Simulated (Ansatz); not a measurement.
# A thicker film of SiO2 (110) from three thinner ones

In a field along its normal an insulating film takes a dipole p. Written as a length, p/(ε₀AE), it should grow by 1 − 1/ε for each ångström added.

Set-up. Ansatz 0.2.0, plane waves with PAW datasets (its set soft_2), PBEsol; rutile films relaxed at a bulk in-plane lattice constant near the measured one, then held in weak fields of both signs with a dipole correction (A is the cell's area, E the outer field).

| run | distance between the outer atoms (Å) | p/(ε₀AE) (Å) |
| --- | --- | --- |
| 2 units | 5.518 | 4.783 |
| 3 units | 8.268 | 6.861 |
| 4 units | 11.352 | 8.985 |
| 5 units | 14.274 | ? |

Q: Estimate the withheld value from the rows shown.

A least-squares line through the 3 rows shown has slope 0.7196 and intercept 0.8466; no row lies more than 0.065 Å off it. That slope means ε = 1/(1 − 0.7196) = 3.57. At 14.274 it gives 0.7196 × 14.274 + 0.8466 = 11.118 Å, beyond the rows fitted. Rounding and scatter of the rows alone allow about ±0.131 Å there.

The run itself gives 11.080 Å: a miss of −0.038 Å, or 0.3 % of the value. The length is met to within 1 %, though ε is more sensitive than the length: the two thickest films give ε = 3.53.

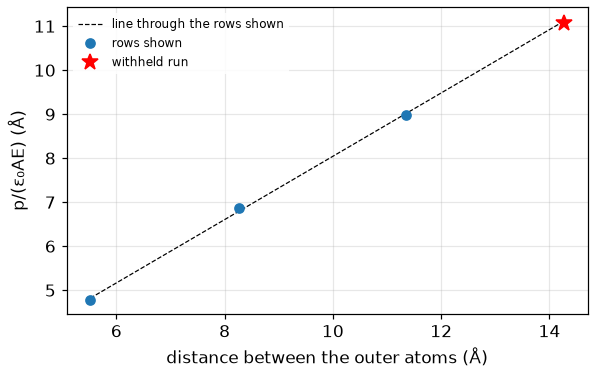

The fit and the withheld run.

**Limits.** This is the electronic response alone. A unit is one step of the cut along the normal (a plane, a pair of planes or a cell), and the layers relax along it, away from their bulk spacing where the functional's lattice constant differs from the one held.
